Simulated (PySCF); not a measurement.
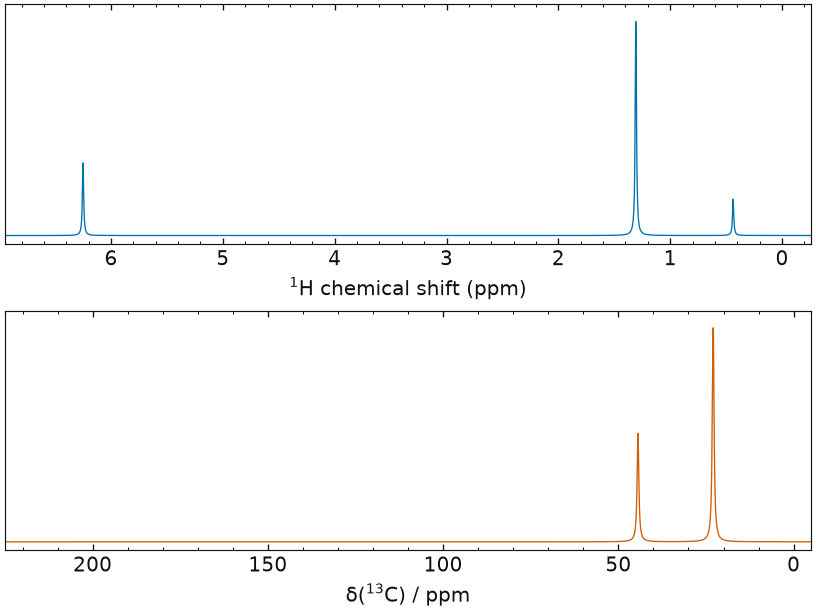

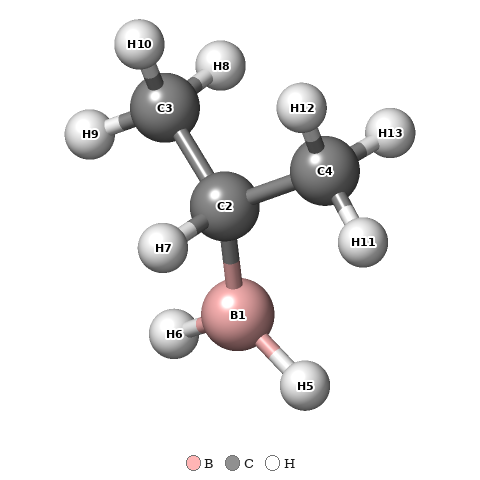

Spectrum and numbered structure of C₃H₉B, SMILES BC(C)C. GIAO shifts, WP04/pcSseg-2, PySCF, at a PBE0-D3(BJ)/def2-SVP geometry (no frequency check), against TMS for ¹H and TMS for ¹³C computed at the same level. Gas phase, fully decoupled, line heights follow the number of nuclei, widths are arbitrary (no quadrupolar broadening); values of one conformer, averaged over methyl-type rotors and exact or near symmetry.

**Which atoms give which ¹H line?**

| δ (ppm) | nuclei | atoms |
| --- | --- | --- |
| 6.25 | 2 | H5, H6 |
| 1.31 | 6 | H8, H9, H10, H11, H12, H13 |
| 0.44 | 1 | H7 |

**Assign the ¹³C signals to the numbered atoms.**

| δ (ppm) | nuclei | atoms |
| --- | --- | --- |
| 44.4 | 1 | C2 |
| 22.9 | 2 | C3, C4 |
